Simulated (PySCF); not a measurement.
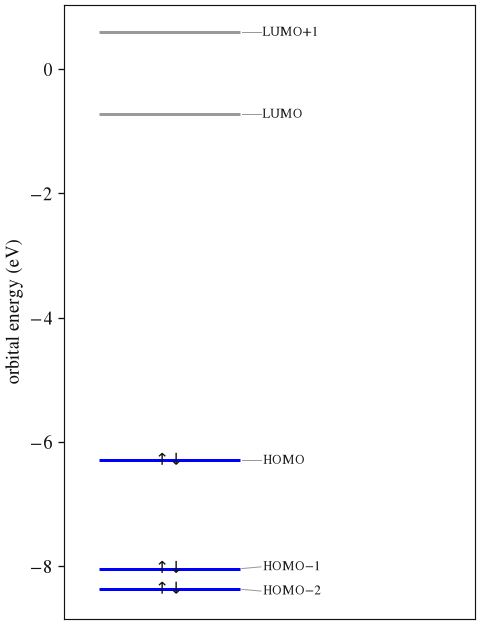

Kohn-Sham orbital energies near the frontier, PBE0/def2-SVPD in PySCF, at a GFN2-xTB geometry (no frequency check), isolated molecule; empty levels in grey, levels within 0.03 eV side by side.

### Which molecule has this level scheme?
A. C₄H₈O₂ (isopropyl formate), SMILES CC(C)OC=O
B. C₆H₉⁺, SMILES CC1=CCC[CH+]1
C. C₈H₈O, SMILES C#Cc1occc1CC

Option C. HOMO −6.30 eV, LUMO −0.73 eV, separation 5.57 eV.

Note: the tight-binding geometry is rougher than a DFT one and adds to the error; one conformer of a flexible molecule; empty levels above zero depend strongly on the basis.
